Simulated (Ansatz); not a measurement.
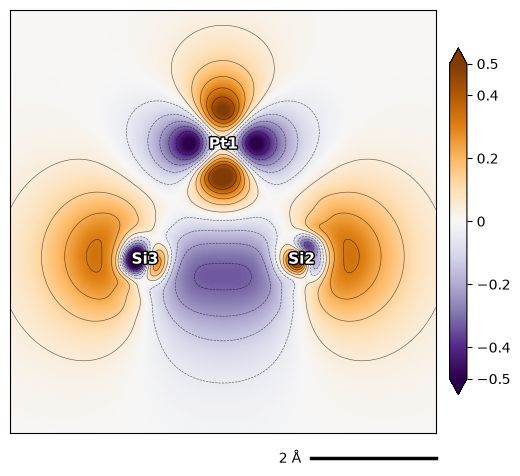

PtSi₂ (charge +1, doublet). One frontier orbital on the molecular plane (values in Å⁻³ᐟ²; the overall sign is arbitrary).

Geometry: B3LYP-D4/def2-TZVP; core potentials replace the inner electrons of Pt.

Method: Ansatz, UKS PBE0-D4/def2-TZVP.

```xyz
3

Pt   -0.3609    1.1423   -0.2866
Si    1.0005   -0.1040    0.9724
Si   -0.6396   -1.0382   -0.6858
```

Q: Which orbital is it: HOMO (α) or LUMO (α)?

A: The HOMO (α), at −11.40 eV. By Hirshfeld shares it lies mainly on Si2 (about 40 %), Si3 (about 40 %) and Pt1 (about 25 %); it is symmetric in the molecular plane (an in-plane orbital: σ, lone-pair or in-plane π type).
